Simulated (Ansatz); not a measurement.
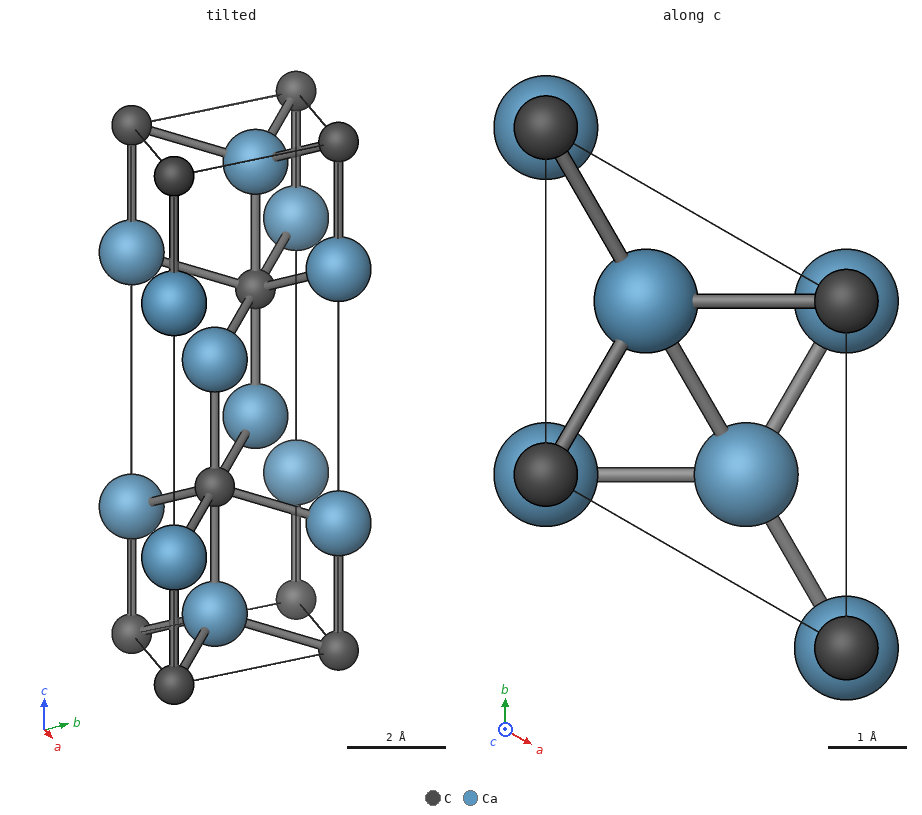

Ball-and-stick model, viewed slightly off an axis and along the c axis. Thin lines show the conventional unit cell, with boundary atoms drawn in all their periodic places.

Ca$_{2}$C, space group R-3m (No. 166), a = 4.473 Å, b = 4.473 Å, c = 10.711 Å, α = 90.00°, β = 90.00°, γ = 120.00°. The structure was taken from a structure type filled with these elements by a generator (whether the compound takes this form wasn't checked). The cell was then strained or its atoms displaced on purpose. It was run through Ansatz as a DFT input.

This one geometry was computed with Ansatz (DFT, plane waves, PAW) at three levels of theory: HSE06, r2SCAN and PBE. It was relaxed with r2SCAN and then strained.

**How does the band gap change with the level of theory?**

PBE: a gap of 0.20 eV, direct; r2SCAN: a gap of 0.40 eV, direct; HSE06: a gap of 0.81 eV, direct.

**Collect the results in a table.**

| level | cutoff (eV) | k-mesh of the run's cell | gap (eV) | pressure (GPa) |
| --- | --- | --- | --- | --- |
| HSE06 | 420 | 6×6×6 | 0.81 | -0.2 |
| r2SCAN | 500 | 8×8×8 | 0.40 | -0.5 |
| PBE | 420 | 8×8×8 | 0.20 | 0.2 |

Gaps are taken on the k-mesh or band path of each run.
